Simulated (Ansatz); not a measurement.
## Ligand exchange: C3H3F3O + SiH(SiH3)F2 → C3H4F2O + Si(SiH3)F3

Gas-phase species: C3H3F3O `FC(F)C1OC1F`, singlet; SiH(SiH3)F2, singlet; C3H4F2O `FC(F)C1CO1`, singlet; Si(SiH3)F3, singlet. The partners trade F for H: C–F and Si–H bonds give way to C–H and Si–F.

Shapes, held fixed at every level: PBE0-D4/def2-TZVP. Flexible molecules stand in one conformer, not always the lowest. Programs: Ansatz 0.2.0. The zero-point and thermal change to 298 K, harmonic and unscaled (PBE0-D4/def2-TZVP), is +6.6 kJ/mol.

| level | kind | ΔH(298 K) (kJ/mol) | less CCSD(T)/CBS estimate |
| --- | --- | --- | --- |
| PBE-D4/def2-TZVPP | GGA | -195.4 | +23.1 |
| BHLYP-D4/def2-TZVPP | global hybrid | -214.6 | +3.9 |
| PBE0-D4/def2-TZVPP | global hybrid | -202.6 | +15.9 |
| wB97X-V/def2-TZVPP | range-separated hybrid | -203.6 | +14.9 |
| MP2/def2-SVP | perturbation theory | -189.8 | +28.7 |
| CCSD(T)/def2-SVP | coupled cluster or CI | -179.7 | +38.8 |
| CCSD(T)/CBS estimate | coupled cluster or CI | -218.5 | 0.0 |

The highest level, CCSD(T)/CBS estimate, gives ΔH(298 K) = -218.5 kJ/mol; the levels span -218.5 to -179.7. The column of differences is taken from that level and isn't an error. No measured value is set beside it here. The CBS estimate extrapolates MP2 from def2-TZVPP and def2-QZVPP and adds CCSD(T) − MP2 in the triple-zeta set, cores frozen. CCSD(T)/CBS estimate lies outside the range of the other correlated levels here, so it shouldn't be taken on trust.

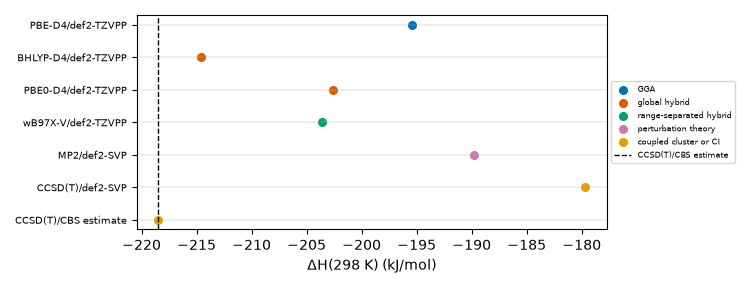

The values of the table, level by level.
